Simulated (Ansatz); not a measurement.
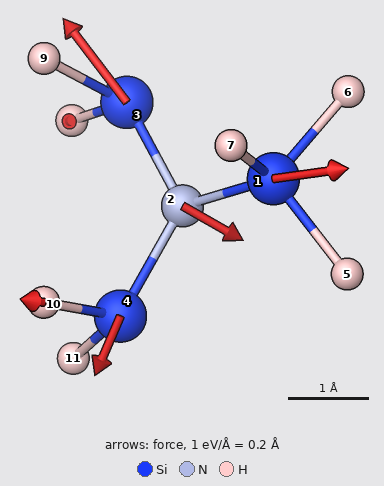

Starting geometry of Si3NH7 (coarse preliminary run) with the computed forces as red arrows. A ball-and-stick model, seen at a tilt.

The start comes from a force field.

All numbers below come from Ansatz 0.2.0, RKS PBE-D4/def2-SVP. (force threshold 0.03 eV/Å; at most 200 steps)

Question: Is this structure relaxed? If not, where do the atoms go?

Answer: It isn't relaxed: the largest force vector, on a Si atom, is 6.89 eV/Å. The final displacements have little in common with the starting forces (cosine between the two patterns 0.06). An H atom moves most after the best rigid fit: 1.14 Å. Largest moves by element: H 1.14 Å, Si 0.84 Å, N 0.47 Å. Near-neighbour distances that change, for instance: H–Si 3.317 → 1.632 Å, Si–Si 2.694 → 3.283 Å, Si–Si 2.662 → 3.236 Å, Si–Si 2.850 → 2.534 Å. New bonds form: H–Si (3.32 → 1.63 Å). Among the angles between lasting bonds that change: Si–N–Si 124.6° → 90.1°, H–Si–H 112.6° → 85.0°, Si–N–Si 112.1° → 138.8°. Over 15 accepted moves (16 points after the start) the energy falls by 2.628 eV. Largest force component: 6.4 eV/Å at the start, 0.028 eV/Å at the end. The line search rejected the trial step at point 13 of the run. The run took 21 s on 4 threads of Arm Neoverse V1 (shared host).
